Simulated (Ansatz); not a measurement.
**C$_{2}$H$_{5}$ClGeO: density, localisation and related maps**

| atom | x (Å) | y (Å) | z (Å) |
| --- | --- | --- | --- |
| C | -1.1215 | -1.0057 | -0.1942 |
| Ge | 0.4422 | -0.1297 | 0.5554 |
| Cl | 2.2146 | -1.3456 | 0.1841 |
| C | 0.7794 | 1.6126 | -0.3593 |
| O | -0.1195 | 2.3706 | -0.5116 |
| H | -1.9690 | -0.3195 | -0.1610 |
| H | -0.9348 | -1.2842 | -1.2312 |
| H | -1.3678 | -1.9035 | 0.3724 |
| H | 0.3625 | 0.0905 | 2.0650 |
| H | 1.7969 | 1.8635 | -0.7166 |

Level of theory: Ansatz 0.2.0, RHF/def2-SVP.

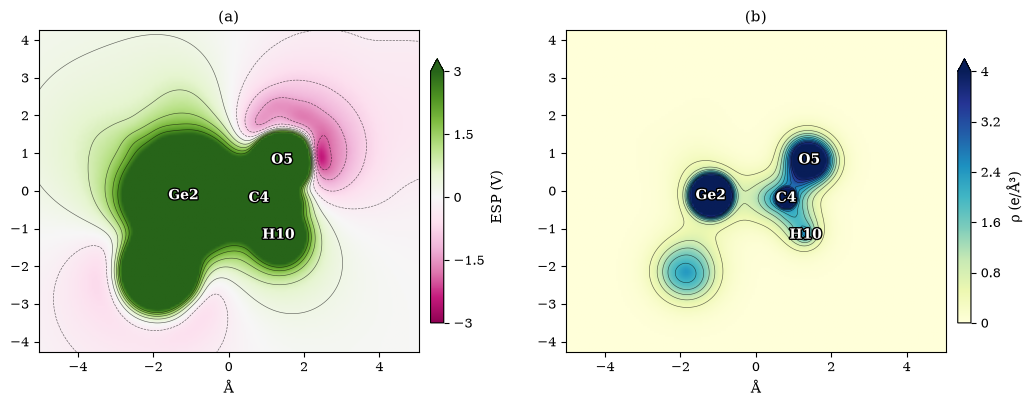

Figure 1. (a) molecular electrostatic potential; (b) total electron density on the plane of atoms Ge2, C4 and H10.

### Describe what can be read from this map.

The section cuts through Ge, C, O and H sites.
C–O (1.19 Å): ρ at the midpoint is about 3.6 e/Å³.
C–H (1.11 Å): ρ is about 2 e/Å³ halfway.
C–Ge (2.00 Å): the density is about 0.89 e/Å³ at the midpoint.
Outside the dense part of the molecule the potential is most negative (−2.2 V) near O5.

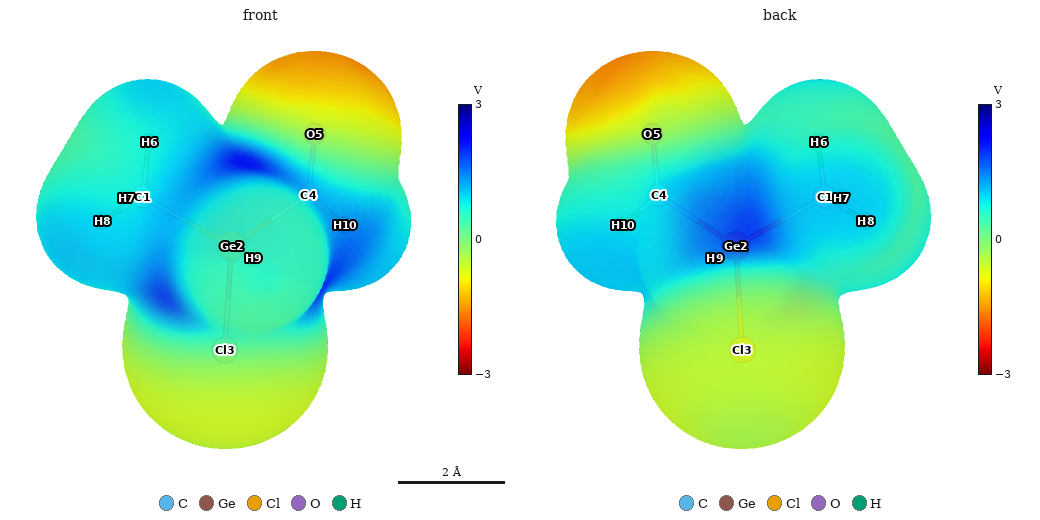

Figure 2. The electrostatic potential painted on the density surface at 0.002 e/bohr³, seen from the front and from behind; red is negative and blue positive.

### Where is the surface potential most negative and most positive?

The most negative region (about −1.5 V, or −35 kcal/mol for a unit charge) lies over O5, the most positive (about +2.0 V, or +46 kcal/mol for a unit charge) over Ge2. O5 is the likeliest acceptor of a hydrogen bond.

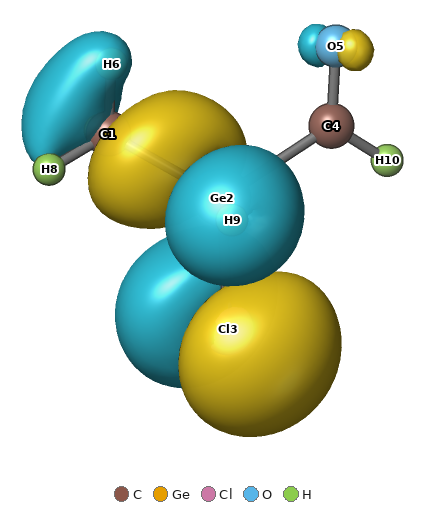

Figure 3. The HOMO−1 at ±0.08 Å⁻³ᐟ² (yellow and cyan are the two phases), seen across its widest extent.

### Where does this orbital lie, and at what energy?

By Hirshfeld shares it lies mainly on Cl3 (about 60 %), Ge2 (about 15 %), C1 (about 15 %) and H9 (about 10 %). Its energy is −11.91 eV.
